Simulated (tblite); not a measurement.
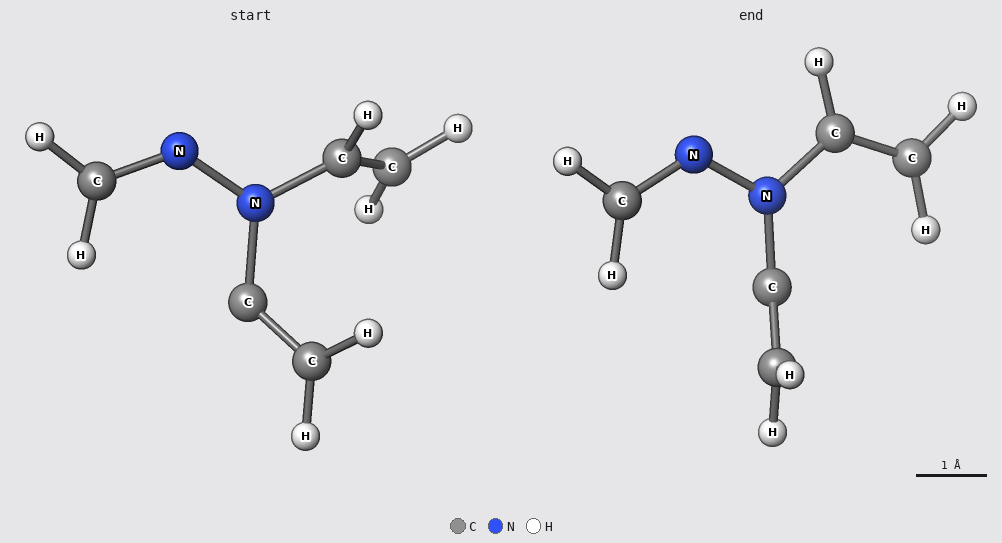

The structure of C₅H₇N₂ (multiplicity 2) before (left) and after (right) a relaxation, at one scale.

Style: ball-and-stick. Shown at a tilt.

These are results of GFN2-xTB geometry optimisation, gas phase in tblite, not measurements. 

Describe what moved and what it gained.

The atom that moves furthest after the best rigid fit is an H atom (1.39 Å). Largest moves by element: H 1.39 Å, C 0.51 Å, N 0.22 Å. Near-neighbour distances that change, for instance: C–N 1.448 → 1.345 Å, N–N 1.395 → 1.347 Å, C–C 1.328 → 1.302 Å, C–H 1.103 → 1.080 Å. Bond angles that change, for instance: C–C–N 120.3° → 138.9°, H–C–H 121.9° → 115.0°, N–C–H 123.1° → 116.4°. Groups turn about C–N by about 70°, C–N by about 50°. The energy falls by 0.815 eV in 112 geometry steps. The run took 0.56 s on 1 thread of Arm Neoverse V1, on a shared host.
